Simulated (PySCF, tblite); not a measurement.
# C13H10OS: excited states

Aim: compute the excited states of C13H10OS (`O=C/C=C1/C=CC=C(c2cccs2)C=C1`).

Programs: tblite 0.8.0 and PySCF 2.14.0, with routines of our own; each step states its level. All values are computed. Atoms count from 0.

### 1 The system as given

25 atoms, charge 0, multiplicity 1; geometry from: force field or distance geometry start.

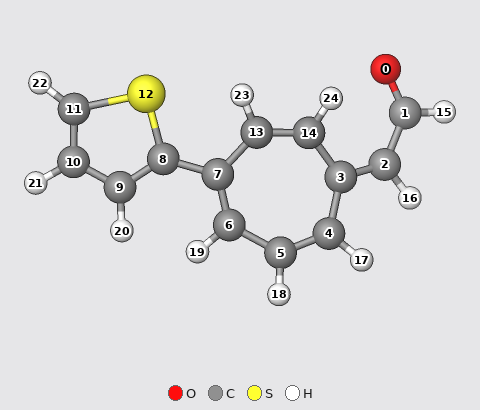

The starting geometry (oxygen red, carbon grey, sulfur yellow, hydrogen white).

### 2 Optimising the geometry with GFN2-xTB

The job: settings as JSON, then the geometry in Å.

```
{"job": {"kind": "relax", "xc": "GFN2-xTB", "basis": "xTB"}, "charge": 0, "multiplicity": 1}
O     -3.485600     2.471200     1.110100
C     -4.013800     1.350300     1.111800
C     -3.516400     0.083300     0.644800
C     -2.394700    -0.168900     0.035300
C     -2.120600    -1.573500    -0.350300
C     -0.897900    -2.076800    -0.502600
C      0.423200    -1.423100    -0.312400
C      0.749800    -0.141600    -0.204400
C      2.146100     0.195800    -0.020500
C      3.228400    -0.580000     0.080900
C      4.428100     0.020600     0.247900
C      4.450400     1.372300     0.314800
S      2.624700     1.841100     0.121600
C     -0.211700     0.977800    -0.277500
C     -1.542800     0.983100    -0.167700
H     -5.021000     1.323800     1.597900
H     -4.188500    -0.788300     0.792000
H     -2.970800    -2.204600    -0.537100
H     -0.880300    -3.107500    -0.792500
H      1.214600    -2.141900    -0.241100
H      3.151400    -1.687600     0.021300
H      5.372800    -0.563900     0.339500
H      5.334600     2.004100     0.460200
H      0.194000     1.959400    -0.433200
H     -2.084900     1.899100    -0.250800
```

Command:

```sh
$ OMP_NUM_THREADS=1 python excited_run.py task.json out
```

One launch serves the whole session: the jobs run in the order shown.

The program printed:

```text
step      E/eV     max force
  0   -1091.20902    4.474
  1   -1091.75815    2.904
  2   -1092.01266    1.309
  3   -1092.15530    1.195
  4   -1092.21757    0.672
  5   -1092.27142    0.502
  6   -1092.29867    0.391
  7   -1092.31794    0.265
  8   -1092.33098    0.281
  9   -1092.34078    0.241
 10   -1092.34690    0.161
 11   -1092.35070    0.115
 12   -1092.35366    0.121
 13   -1092.35659    0.130
 14   -1092.35966    0.124
 15   -1092.36269    0.118
 16   -1092.36557    0.108
 17   -1092.36821    0.101
 18   -1092.37036    0.099
 19   -1092.37195    0.076
 20   -1092.37326    0.080
 21   -1092.37468    0.085
 22   -1092.37613    0.087
 23   -1092.37724    0.072
 24   -1092.37800    0.055
 25   -1092.37865    0.059
 26   -1092.37931    0.057
 27   -1092.37992    0.062
 28   -1092.38038    0.054
 29   -1092.38074    0.044
 30   -1092.38111    0.039
 31   -1092.38149    0.045
 32   -1092.38186    0.043
 33   -1092.38219    0.039
 34   -1092.38254    0.046
 35   -1092.38292    0.054
 36   -1092.38332    0.045
 37   -1092.38371    0.056
 38   -1092.38410    0.053
 39   -1092.38450    0.049
 40   -1092.38486    0.054
 41   -1092.38515    0.035
 42   -1092.38538    0.030
 43   -1092.38558    0.027
 44   -1092.38577    0.026
 45   -1092.38594    0.031
 46   -1092.38608    0.025
 47   -1092.38621    0.024
 48   -1092.38634    0.026
 49   -1092.38650    0.034
 50   -1092.38665    0.033
 51   -1092.38681    0.026
 52   -1092.38699    0.033
 53   -1092.38719    0.034
 54   -1092.38739    0.046
 55   -1092.38760    0.040
 56   -1092.38779    0.026
 57   -1092.38801    0.035
 58   -1092.38824    0.046
 59   -1092.38846    0.043
 60   -1092.38864    0.029
 61   -1092.38877    0.025
 62   -1092.38890    0.025
 63   -1092.38905    0.038
 64   -1092.38925    0.038
 65   -1092.38949    0.031
 66   -1092.38973    0.034
 67   -1092.38994    0.034
 68   -1092.39010    0.036
 69   -1092.39024    0.026
 70   -1092.39035    0.020
 71   -1092.39048    0.029
 72   -1092.39062    0.032
 73   -1092.39081    0.036
 74   -1092.39104    0.038
 75   -1092.39128    0.028
 76   -1092.39150    0.027
 77   -1092.39170    0.028
 78   -1092.39189    0.031
 79   -1092.39210    0.032
 80   -1092.39235    0.036
 81   -1092.39265    0.036
 82   -1092.39303    0.042
 83   -1092.39350    0.046
 84   -1092.39396    0.041
 85   -1092.39433    0.036
 86   -1092.39461    0.032
 87   -1092.39485    0.036
 88   -1092.39505    0.027
 89   -1092.39520    0.025
 90   -1092.39530    0.025
 91   -1092.39540    0.027
 92   -1092.39552    0.026
 93   -1092.39573    0.025
 94   -1092.39593    0.033
 95   -1092.39624    0.045
 96   -1092.39668    0.059
 97   -1092.39731    0.067
 98   -1092.39803    0.063
 99   -1092.39870    0.050
100   -1092.39924    0.042
101   -1092.39969    0.043
102   -1092.40011    0.048
103   -1092.40037    0.051
104   -1092.40085    0.035
105   -1092.40116    0.029
106   -1092.40144    0.029
107   -1092.40169    0.035
108   -1092.40202    0.032
109   -1092.40235    0.038
110   -1092.40258    0.038
111   -1092.40273    0.025
112   -1092.40285    0.021
113   -1092.40297    0.023
114   -1092.40307    0.021
115   -1092.40316    0.025
116   -1092.40324    0.022
117   -1092.40336    0.025
118   -1092.40350    0.025
119   -1092.40365    0.025
120   -1092.40382    0.025
121   -1092.40397    0.026
122   -1092.40412    0.024
123   -1092.40425    0.020
124   -1092.40437    0.022
125   -1092.40450    0.022
126   -1092.40465    0.023
127   -1092.40477    0.024
128   -1092.40485    0.016
129   -1092.40489    0.012
130   -1092.40494    0.012
131   -1092.40498    0.010
```

Run time: 1.6 s. Hardware: 1 thread of Arm Neoverse V2, shared host.

The steps of the relaxation: (not every step is listed)

```csv
step,energy from step 0 (eV),largest force (eV/Å)
0,0.0000,4.4740
1,-0.5491,2.9043
2,-0.8036,1.3089
3,-0.9463,1.1947
4,-1.0086,0.6719
5,-1.0624,0.5018
6,-1.0896,0.3913
7,-1.1089,0.2646
8,-1.1220,0.2806
19,-1.1629,0.0758
30,-1.1721,0.0391
41,-1.1761,0.0349
52,-1.1780,0.0325
63,-1.1800,0.0377
74,-1.1820,0.0377
85,-1.1853,0.0356
96,-1.1877,0.0585
107,-1.1927,0.0350
118,-1.1945,0.0247
126,-1.1956,0.0227
127,-1.1958,0.0238
128,-1.1958,0.0160
129,-1.1959,0.0122
130,-1.1959,0.0124
131,-1.1960,0.0098
```

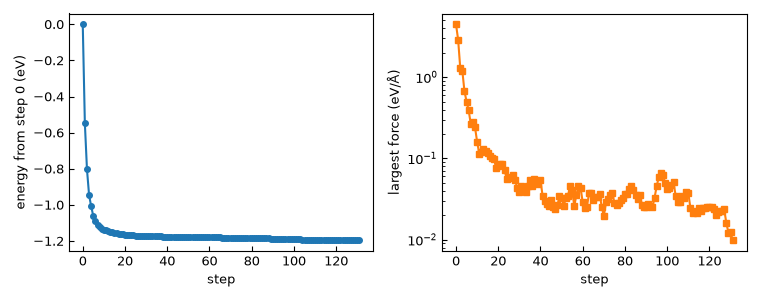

Energy and force, step by step.

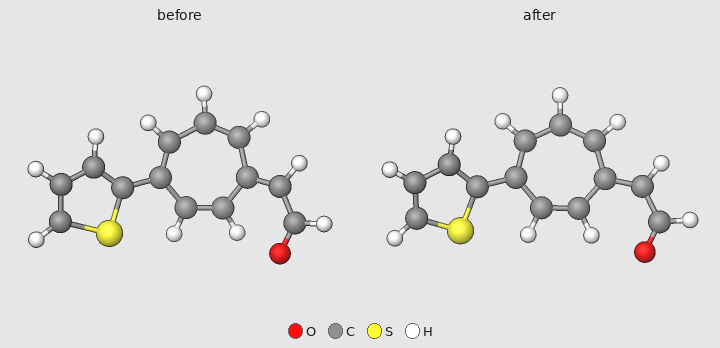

Before and after, at one scale.

Close pairs (by a distance rule), those that changed most:

```csv
bond,before (Å),after (Å),change (Å)
C11–S12,1.895,1.712,-0.183
C2–C3,1.301,1.378,+0.076
C5–C6,1.486,1.415,-0.071
C9–C10,1.352,1.405,+0.053
C3–C4,1.482,1.436,-0.046
C6–C7,1.327,1.371,+0.044
C7–C13,1.477,1.437,-0.040
C10–H21,1.115,1.075,-0.039
```

The next job starts from the end point, and lists it.

### 3 Infrared spectrum with GFN2-xTB

The job: settings as JSON, then the geometry in Å.

```
{"job": {"kind": "ir", "xc": "GFN2-xTB", "basis": "xTB"}, "charge": 0, "multiplicity": 1}
O     -3.777563     2.435409     1.058191
C     -4.318105     1.355532     0.893049
C     -3.727340     0.114538     0.485122
C     -2.404566    -0.129898     0.187526
C     -2.051378    -1.459301    -0.225648
C     -0.835750    -2.003752    -0.481606
C      0.459506    -1.442312    -0.389278
C      0.820563    -0.152151    -0.097686
C      2.233016     0.170136    -0.036498
C      3.295957    -0.675636     0.168408
C      4.541421    -0.024455     0.164580
C      4.430994     1.314414    -0.045948
S      2.801784     1.807377    -0.229806
C     -0.098382     0.930717     0.123200
C     -1.441556     0.940587     0.246325
H     -5.411021     1.268219     1.064826
H     -4.419970    -0.713225     0.410644
H     -2.901568    -2.120842    -0.347437
H     -0.840841    -3.043513    -0.787801
H      1.262243    -2.135543    -0.601096
H      3.194112    -1.730581     0.348083
H      5.478795    -0.529987     0.312780
H      5.210786     2.048196    -0.098952
H      0.384231     1.895439     0.228987
H     -1.896306     1.904776     0.437863
```

The program printed:

```text
mode    cm-1     km/mol
  1      16.5      0.41
  2      39.3      0.24
  3      77.3      5.21
  4     104.2      0.84
  5     113.9      2.18
  6     173.3      3.33
  7     200.0      6.66
  8     219.6      2.14
  9     257.5      0.16
 10     297.2      4.69
 11     327.8      5.22
 12     363.6      0.64
 13     386.5      0.49
 14     405.2      0.72
 15     460.2      0.24
 16     503.5      2.91
 17     528.8      4.17
 18     542.6      3.62
 19     636.5      0.55
 20     651.5      0.47
 21     666.9     36.64
 22     732.7     17.57
 23     742.1     17.03
 24     768.5      2.44
 25     803.5     39.73
 26     804.3     19.78
 27     813.4      1.23
 28     838.6      3.14
 29     844.7      9.12
 30     850.9     18.58
 31     852.3      1.30
 32     865.9     20.00
 33     884.4      4.89
 34     922.7      6.77
 35     935.8      1.56
 36     957.7      2.17
 37     959.0      2.53
 38    1073.1     44.03
 39    1078.0      2.28
 40    1095.3     10.62
 41    1120.1     51.45
 42    1185.2      4.87
 43    1227.2     11.43
 44    1235.1      1.15
 45    1283.6     19.86
 46    1296.1     12.44
 47    1339.1      1.59
 48    1347.5     33.78
 49    1364.6     17.46
 50    1408.6    117.37
 51    1418.5     51.91
 52    1427.0     94.69
 53    1444.3     25.06
 54    1502.2    934.34
 55    1532.6      7.96
 56    1543.7     40.32
 57    1587.9      2.60
 58    1619.4    103.58
 59    1687.1    310.11
 60    2737.2    309.23
 61    3037.1      2.20
 62    3045.8     19.24
 63    3050.5     36.25
 64    3060.7     10.80
 65    3064.7     55.97
 66    3075.1     22.66
 67    3127.6     12.91
 68    3137.2     28.11
 69    3163.5      4.83
```

Wall time 1.7 s (1 thread of Arm Neoverse V2, shared host).

The strongest bands and the atoms that carry them (share of the mass-weighted mode):

```csv
cm⁻¹,km/mol,atoms
1409,117.4,"H23 13 %, H17 12 %"
1418,51.9,H15 60 %
1427,94.7,"C10 17 %, C9 13 %, C8 13 %, C4 11 %"
1502,934.3,"C6 21 %, C3 20 %, C2 14 %, C7 13 %"
1619,103.6,"C14 29 %, C13 25 %"
1687,310.1,"C1 56 %, O0 31 %"
2737,309.2,H15 94 %
3065,56.0,H16 88 %
```

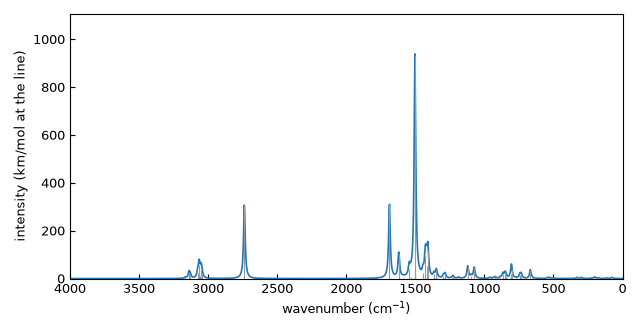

The infrared spectrum from these modes, unscaled. Lines are broadened to a width of 14 cm⁻¹ (Lorentzian).

### 4 Excited states: TDA PBE0/def2-SVP

The job, as its differences from that of step 3:

```diff
@@ -1,2 +1,2 @@
-{"job": {"kind": "ir", "xc": "GFN2-xTB", "basis": "xTB"}, "charge": 0, "multiplicity": 1}
+{"job": {"kind": "states", "xc": "PBE0", "basis": "def2-SVP", "tda": true, "soc": true, "nstates": 6, "ntriplets": 6, "nquad": 4}, "charge": 0, "multiplicity": 1}
 O     -3.777563     2.435409     1.058191
```

Level: TDA PBE0/def2-SVP excited states, vertical, gas phase, spin-orbit mean-field couplings.

The program printed:

```text
coarse grid: 23032 points
cycle   1  E = -973.1118653034  dE =  2.924e+00  |g| = 8.129e-01  |ddm| = 6.378e+00
cycle   2  E = -970.4121971447  dE =  2.700e+00  |g| = 2.609e+00  |ddm| = 3.464e+00
cycle   3  E = -973.1156395603  dE = -2.703e+00  |g| = 6.511e-01  |ddm| = 3.430e+00
cycle   4  E = -973.2590628661  dE = -1.434e-01  |g| = 2.054e-01  |ddm| = 1.014e+00
cycle   5  E = -973.2627771362  dE = -3.714e-03  |g| = 1.604e-01  |ddm| = 4.311e-01
cycle   6  E = -973.2700768527  dE = -7.300e-03  |g| = 5.140e-02  |ddm| = 2.571e-01
cycle   7  E = -973.2707719305  dE = -6.951e-04  |g| = 1.872e-02  |ddm| = 8.909e-02
cycle   8  E = -973.2708613037  dE = -8.937e-05  |g| = 7.293e-03  |ddm| = 3.177e-02
cycle   9  E = -973.2708747115  dE = -1.341e-05  |g| = 2.878e-03  |ddm| = 1.143e-02
cycle  10  E = -973.2708762257  dE = -1.514e-06  |g| = 1.612e-03  |ddm| = 4.025e-03
final grid: 222384 points
cycle  11  E = -973.3997019146  dE = -2.907e-05  |g| = 1.488e-02  |ddm| = 7.803e-02
cycle  12  E = -973.3995708665  dE =  1.310e-04  |g| = 2.767e-02  |ddm| = 5.154e-02
cycle  13  E = -973.3997558676  dE = -1.850e-04  |g| = 3.483e-03  |ddm| = 3.712e-02
cycle  14  E = -973.3997586824  dE = -2.815e-06  |g| = 6.899e-04  |ddm| = 4.899e-03
cycle  15  E = -973.3997588079  dE = -1.255e-07  |g| = 2.800e-04  |ddm| = 1.350e-03
cycle  16  E = -973.3997588279  dE = -2.003e-08  |g| = 1.101e-04  |ddm| = 4.779e-04
cycle  17  E = -973.3997588309  dE = -2.952e-09  |g| = 3.872e-05  |ddm| = 1.790e-04
cycle  18  E = -973.3997588313  dE = -4.138e-10  |g| = 1.222e-05  |ddm| = 6.569e-05
converged SCF energy = -973.3997588313

Singlet excitations
state   eV       nm        f     d(h-e)  d(exc)  Lambda  PR(NTO)  |dmu|/D   mu/D   main configurations
  1   2.6672   464.8   0.09604   2.079   4.179   0.733   1.023    4.147    2.763   H->L 0.87
  2   3.0757   403.1   0.00009   2.385   3.979   0.347   1.003    5.578    1.597   H-1->L+1 0.71, H-1->L 0.25
  3   3.4006   364.6   0.00450   4.131   5.117   0.269   1.031    8.216    3.640   H-1->L 0.72, H-1->L+1 0.25
  4   3.7135   333.9   0.65478   1.715   4.674   0.718   1.217    3.951    8.629   H->L+1 0.73, H-2->L+1 0.11
  5   4.0513   306.0   0.34974   2.165   4.605   0.612   1.236                     H-2->L 0.83
  6   4.4840   276.5   0.02217   3.244   4.666   0.419   1.148                     H-3->L 0.90

Triplet excitations (Tamm-Dancoff)
state   eV     d(h-e)  d(exc)  Lambda  PR(NTO)   main configurations
  1   1.6462   0.994   3.920   0.739   1.051   H->L 0.95
  2   1.9746   0.113   3.568   0.748   1.033   H->L+1 0.93
  3   2.6795   2.015   3.646   0.363   1.004   H-1->L+1 0.77, H-1->L 0.15
  4   3.1017   0.708   3.664   0.612   1.331   H-2->L 0.77, H->L+2 0.11
  5   3.3610   4.267   5.189   0.251   1.014   H-1->L 0.81, H-1->L+1 0.17
  6   3.7583   1.964   4.231   0.574   1.849   H-2->L+1 0.45, H-3->L 0.20, H-4->L 0.08
S1 - T1 = 1.0211 eV

Spin-orbit couplings |<S|Hso|T>| (cm-1)
             T1       T2       T3       T4       T5       T6
S0        0.703    0.411   40.228    1.047    4.383    3.984
S1        0.361    0.784    4.171    1.581   18.372    1.283
S2        7.999   17.149    0.315    4.760    0.677    2.756
S3       12.187    8.048    2.491    6.464    0.286    1.850
S4        1.718    1.000   11.792    1.587    3.951    0.894
S5        0.736    0.172    0.737    1.708    4.464    1.238
S6        4.655    0.768    1.144    1.108    2.910    1.215
T1 sublevels (cm-1): 0.000 0.000 0.001   radiative rates (1/s): 0.373 0.0319 0.00388
```

It took 1.9 min on 1 thread of Arm Neoverse V2, shared host; peak memory 1.2 GiB.

Key values:

```csv
quantity,value
S1 less T1,1.02 eV
```

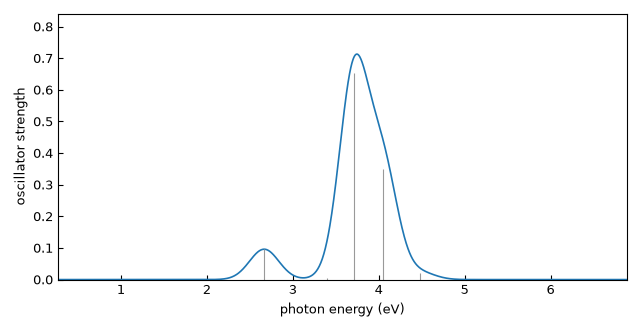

Absorption lines of the singlets. Lines are broadened to a width of 0.40 eV (Gaussian).

Orbitals, density, ELF and potential are computed afterwards from the orbital file.

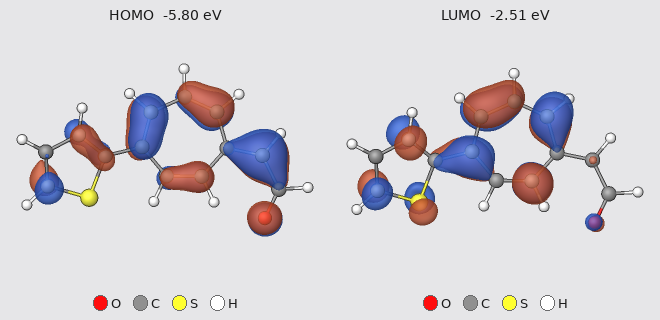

Frontier orbitals at PBE0/def2-SVP; each surface holds 70 % of the orbital's density, blue and red mark the sign.

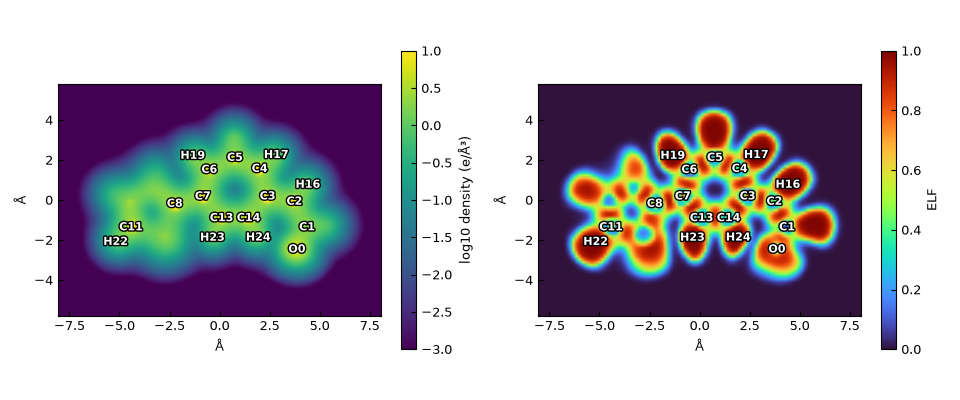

Density (left) and ELF (right) in a plane through or near 18 of the atoms.

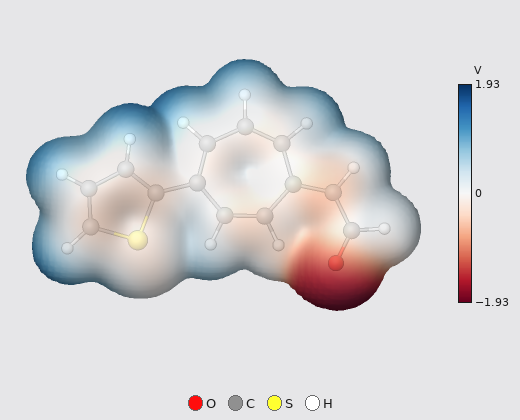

The potential that a unit positive charge feels on the 0.002 e/bohr³ surface, from -1.93 V near O0 to 1.27 V near H22.

### 5 Outcome

| quantity | value |
| --- | --- |
| strongest single infrared mode (GFN2-xTB) | 1502 cm⁻¹, 934 km/mol |
| zero-point energy (GFN2-xTB) | 115.6 kcal/mol |
| S1 less T1 (step 4, TDA PBE0/def2-SVP) | 1.02 eV |
| potential on the surface of density 0.002 e/bohr³, 1st and 99th percentile | -1.93 V and 1.27 V |

**Reading.** All 69 modes are real, so the xTB geometry is a minimum. The strongest single mode, at 1502 cm⁻¹, is spread over several atoms, C6, C3, C2, C7 among them. Unscaled tight-binding wavenumbers are off by several per cent, some by more. Its intensities can rank the bands wrongly. In step 4, the number of triplets below S1 is 2, and the largest singlet-triplet spin-orbit coupling is S0–T3, 40.23 cm⁻¹. By nearest atom (PBE0/def2-SVP), the HOMO sits on C2 23 %; C4, C6 about 10 % each and the LUMO on C4, C7 about 16 % each; C6, C14 about 11 % each.
